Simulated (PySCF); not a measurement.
SMILES C(CSC)C(=O)OC (C5H10O2S) at its GFN2-xTB optimised geometry (Å):

```
18

C      2.2837    -1.4855    -0.7411
O      0.8695    -1.3464    -0.6989
C      0.3893    -0.3117     0.0000
O      1.0812     0.4899     0.5706
C     -1.1240    -0.3117     0.0000
C     -1.6907     1.1037     0.0000
S     -1.8297     1.8159    -1.6702
C     -0.0787     2.0164    -2.0950
H      2.4824    -2.4938    -1.0954
H      2.7137    -0.7512    -1.4259
H      2.7087    -1.3322     0.2527
H     -1.4356    -0.8230     0.9151
H     -1.4879    -0.8857    -0.8526
H     -2.7087     1.1138     0.3854
H     -1.0649     1.7627     0.6028
H     -0.0415     2.6462    -2.9779
H      0.4398     2.4938    -1.2690
H      0.3616     1.0477    -2.3152
```

Computed with PySCF with CAM-B3LYP/def2-SVP. Cells within 0.4 Å of a nucleus heavier than hydrogen are left out (blank, or x).

Map of the electrostatic potential (hartree/e), clipped to [-0.08, 0.12] on the plane z = 0.0 Å:

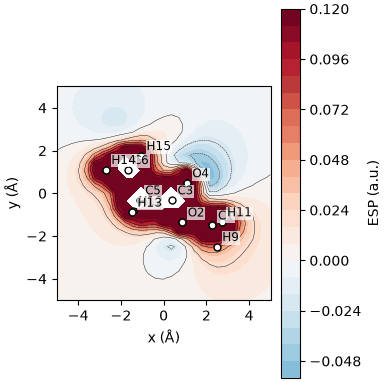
Figure: Electrostatic potential (hartree/e), clipped to [-0.08, 0.12] on the plane z = 0.0 Å.
